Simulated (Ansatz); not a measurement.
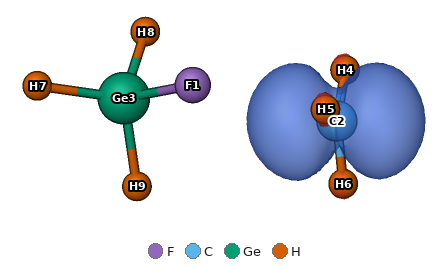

FGeH3···CH3 (doublet). Isosurfaces of the spin density (α minus β) at +0.04 (blue) and −0.04 e/Å³ (red), seen at a tilt.

The product side of a reaction path; geometry: PBE0-D4/def2-TZVP; a saddle point, not a minimum.

Computed with UKS PBE0-D4/def2-TZVPP (Ansatz).

```yaml
atoms:
  - { symbol: F, position_ang: [1.5351, -1.0082, -0.2471] }
  - { symbol: C, position_ang: [-0.9991, 0.8649, -1.4886] }
  - { symbol: Ge, position_ang: [0.7556, -0.6737, 1.2782] }
  - { symbol: H, position_ang: [-0.8958, 1.9207, -1.2835] }
  - { symbol: H, position_ang: [-0.1265, 0.2688, -1.7150] }
  - { symbol: H, position_ang: [-1.9829, 0.4186, -1.5134] }
  - { symbol: H, position_ang: [1.6162, -1.3729, 2.3392] }
  - { symbol: H, position_ang: [0.7512, 0.8496, 1.4428] }
  - { symbol: H, position_ang: [-0.6538, -1.2678, 1.1872] }
```

> Which atoms carry the spin?

The unpaired spin (1 electron) lies mostly on C2 (about 0.8), in electrons by Hirshfeld's partition.
